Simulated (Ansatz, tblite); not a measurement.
# W(NH)2Br2 (Br2H2N2W): which spin state is lowest

Aim: set other spin states of W(NH)2Br2 (Br2H2N2W) against its singlet, on many levels of theory.

The runs use Ansatz 0.2.0, Gaussian basis; as each input shows.

Plan: triplet, at the geometry of the singlet (GFN1-xTB, GFN2-xTB, PBE0-D4/def2-TZVP, PBE-D4/def2-TZVP, r2SCAN-D4/def2-TZVP); the singlet's energies come from earlier runs.

2 further runs of the same task are left out: 2 set aside as unsound or not needed.

### 1 The geometry

The geometry is that of the singlet, from an earlier relaxation (PBE-D4/def2-SVP).

7 atoms, charge 0, spin multiplicity 1.

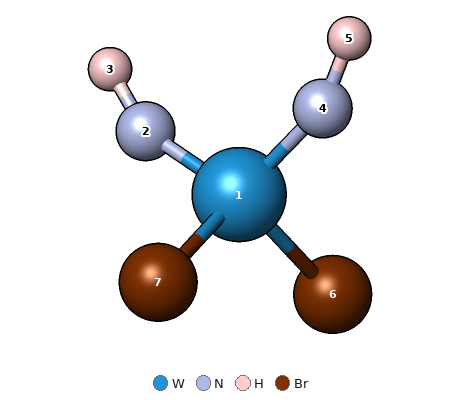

The structure; tungsten blue, nitrogen light blue, hydrogen pink, bromine brown; atoms are numbered from 1 in the order of the file.

Formally the metal is d0. W takes a core potential in the def2 sets. No spin-orbit coupling is included.

### 2 Triplet at the fixed geometry, GFN1-xTB

Tight binding, by tblite at 300 K electronic temperature and without a spin-polarisation term:

```python
tblite.interface.Calculator('GFN1-xTB', numbers, positions, charge=0, uhf=2).singlepoint()
```

Energy -475.6282 eV; 0.011 s.

### 3 Triplet at the fixed geometry, GFN2-xTB

Tight binding, by tblite at 300 K electronic temperature and without a spin-polarisation term:

```python
tblite.interface.Calculator('GFN2-xTB', numbers, positions, charge=0, uhf=2).singlepoint()
```

Energy -475.9023 eV; 0.008 s.

### 4 Triplet at the fixed geometry, PBE0-D4/def2-TZVP

in.yaml reads:

```yaml
crystal:
  periodic: [false, false, false]
  atoms:
    - {symbol: W, position_ang: [-0.384454, 0.005615, -0.270078]}
    - {symbol: N, position_ang: [-0.385123, -0.014088, 1.486856]}
    - {symbol: H, position_ang: [0.055353, -0.027444, 2.412242]}
    - {symbol: N, position_ang: [1.268369, 0.001217, -0.866146]}
    - {symbol: H, position_ang: [2.288361, -0.006763, -0.765744]}
    - {symbol: Br, position_ang: [-1.407203, 2.117366, -0.975052]}
    - {symbol: Br, position_ang: [-1.435303, -2.075902, -1.022079]}
basis:
  gaussian: {orbitals: def2-TZVP}
magnetization: {spin_polarized: true, initial_magnetization: 2}
hamiltonian: {xc: pbe0, dispersion: d4}
scf: {omitted_lower_state_checks: [starts]}
output: {orbitals: {seedname: orbitals}}
```

On the command line:

```bash
> ansatz run in.yaml --threads 2 --pin off --events-out ev --progress --plain --max-ram 22528MiB --backend cpu
```

Output:

```text
Functional definition: PBE0
  name "PBE0"
  cite "Adamo & Barone, J. Chem. Phys. 110, 6158 (1999) doi:10.1063/1.478522"
  cite "Perdew, Burke & Ernzerhof, Phys. Rev. Lett. 77, 3865 (1996) doi:10.1103/PhysRevLett.77.3865"
  parent pbe
  parameter a = 0.25
  parameter kappa = 0.804
  parameter beta = 0.06672455060314922
  exchange = (1 - a)*pbe_x(kappa = kappa, mu = beta*pi^2/3) + a*exact_x
  correlation = pbe_c(beta = beta)
these checks for a lower state are left out or cut short: starts
1624 factors; their error is unknown
mean field evaluation 1: about -144892.2588 eV, gradient 6.9e1 eV
mean field evaluation 2: about -144745.9751 eV, gradient 1.7e2 eV
mean field evaluation 4: about -144905.1987 eV, gradient 3.5e1 eV
mean field evaluation 8: about -144912.5765 eV, gradient 1.2e0 eV
mean field evaluation 16: about -144913.4649 eV, gradient 1.1e-2 eV
mean field evaluation 32: about -144913.4649 eV, gradient 1.3e-4 eV
mean field -144913.46487211 eV, -5325.4716081758 hartree, gradient 2.1e-6 eV, S^2 2.026460; 0 other end points of the search recorded, 0 dependent functions left out
reference -144913.46490226 eV, -5325.4716092836 hartree; 51, 49 occupied and 159, 161 virtual orbitals, 1624 factors
Total energy: -144913.69472763 eV, -5325.4800552101 hartree
Checks for a lower state left out: starts
```

Wall time 23 s (2 threads of AMD EPYC 7R13, shared host); peak memory 1.2 GiB.

From the report: HOMO -4.70 eV, LUMO -6.08 eV (over both spins; with the spin held, an empty level of the minority spin lies below the top filled one); ⟨S²⟩ 2.026 (pure: 2.00).

### 5 Triplet at the fixed geometry, PBE-D4/def2-TZVP

start.molden holds the orbitals of an earlier run on this state, given as this run's starting guess.

Changes to in.yaml since step 4:

```diff
@@ -11,5 +11,5 @@
 basis:
-  gaussian: {orbitals: def2-TZVP}
+  gaussian: {orbitals: def2-TZVP, initial_orbitals: start.molden}
 magnetization: {spin_polarized: true, initial_magnetization: 2}
-hamiltonian: {xc: pbe0, dispersion: d4}
+hamiltonian: {xc: pbe, dispersion: d4}
 scf: {omitted_lower_state_checks: [starts]}
```

Launched as before.

Output:

```text
Functional definition: PBE
  name "PBE"
  cite "Perdew, Burke & Ernzerhof, Phys. Rev. Lett. 77, 3865 (1996) doi:10.1103/PhysRevLett.77.3865"
  parent pbe
  parameter kappa = 0.804
  parameter beta = 0.06672455060314922
  exchange = pbe_x(kappa = kappa, mu = beta*pi^2/3)
  correlation = pbe_c(beta = beta)
these checks for a lower state are left out or cut short: starts
1474 factors; their error is unknown
mean field evaluation 1: about -144910.4234 eV, gradient 9.7e0 eV
mean field evaluation 2: about -144910.6496 eV, gradient 4.4e-1 eV
mean field evaluation 4: about -144910.6057 eV, gradient 2.0e-1 eV
mean field evaluation 8: about -144910.6058 eV, gradient 8.9e-6 eV
mean field -144910.60578825 eV, -5325.3665387818 hartree, gradient 8.9e-6 eV, S^2 2.005824; 0 other end points of the search recorded, 0 dependent functions left out
reference -144910.60582944 eV, -5325.3665402955 hartree; 51, 49 occupied and 159, 161 virtual orbitals, 1474 factors
Total energy: -144910.86995160 eV, -5325.3762466060 hartree
Checks for a lower state left out: starts
```

Wall time 11 s (2 threads of AMD EPYC 7R13, shared host).

Report: HOMO -3.31 eV, LUMO -6.69 eV (over both spins; with the spin held, an empty level of the minority spin lies below the top filled one); ⟨S²⟩ 2.006 (pure: 2.00).

### 6 Triplet at the fixed geometry, r2SCAN-D4/def2-TZVP

Changes to in.yaml since step 5:

```diff
@@ -13,3 +13,3 @@
 magnetization: {spin_polarized: true, initial_magnetization: 2}
-hamiltonian: {xc: pbe, dispersion: d4}
+hamiltonian: {xc: r2scan, dispersion: d4}
 scf: {omitted_lower_state_checks: [starts]}
```

The command is unchanged.

Output:

```text
Functional definition: r2SCAN
  name "r2SCAN"
  cite "Furness, Kaplan, Ning, Perdew & Sun, J. Phys. Chem. Lett. 11, 8208 (2020) doi:10.1021/acs.jpclett.0c02405"
  cite "Furness, Kaplan, Ning, Perdew & Sun, J. Phys. Chem. Lett. 11, 9248 (2020) doi:10.1021/acs.jpclett.0c03077"
  parent r2scan
  parameter k0 = 0.174
  parameter k1 = 0.065
  parameter a1 = 4.9479
  exchange = r2scan_x(k0 = k0, k1 = k1, a1 = a1)
  correlation = r2scan_c
these checks for a lower state are left out or cut short: starts
1474 factors; their error is unknown
mean field evaluation 1: about -144932.3693 eV, gradient 7.0e0 eV
mean field evaluation 2: about -144932.4498 eV, gradient 1.7e-1 eV
mean field evaluation 4: about -144932.3941 eV, gradient 2.2e-2 eV
mean field evaluation 8: about -144932.3941 eV, gradient 2.7e-5 eV
mean field -144932.39405236 eV, -5326.1672427192 hartree, gradient 9.8e-6 eV, S^2 2.017394; 0 other end points of the search recorded, 0 dependent functions left out
reference -144932.39406524 eV, -5326.1672431926 hartree; 51, 49 occupied and 159, 161 virtual orbitals, 1474 factors
Total energy: -144932.45435506 eV, -5326.1694588027 hartree
Checks for a lower state left out: starts
```

Run time: 19 s. Hardware: 2 threads of AMD EPYC 7R13, shared host.

HOMO -3.69 eV, LUMO -6.69 eV (over both spins; with the spin held, an empty level of the minority spin lies below the top filled one); ⟨S²⟩ 2.017 (pure: 2.00).

### 7 Triplet less singlet, vertical

The singlet's energies are those of its earlier runs, whose logs aren't repeated here.

```tsv
level	triplet less singlet, vertical (kcal/mol)	time
GFN1-xTB	+82.1	0.016 s
GFN2-xTB	+65.2	0.015 s
PBE-D4/def2-TZVP	+78.6	15 s
r2SCAN-D4/def2-TZVP	+78.6	26 s
PBE0-D4/def2-TZVP	+78.9	29 s
```

Times add the two runs; a level without a time comes out of a correlated run. Tight binding without a spin term can't rank spin states.

### 8 Summary of results

```
                                                quantity                                       value
triplet less singlet, vertical, functionals in def2-TZVP  +78.6 (PBE-D4) to +78.9 kcal/mol (PBE0-D4)
```

In words: All functionals put the triplet above the singlet, over a spread of 0.3 kcal/mol. The checks for a lower triplet were left out, so another state of that spin may lie lower. The singlet here is a closed shell; an open-shell singlet can lie lower. These are electronic energies, without zero-point motion, entropy or surroundings. Spin-orbit coupling is left out too; for so heavy a metal it can shift spin gaps by tenths of an eV.
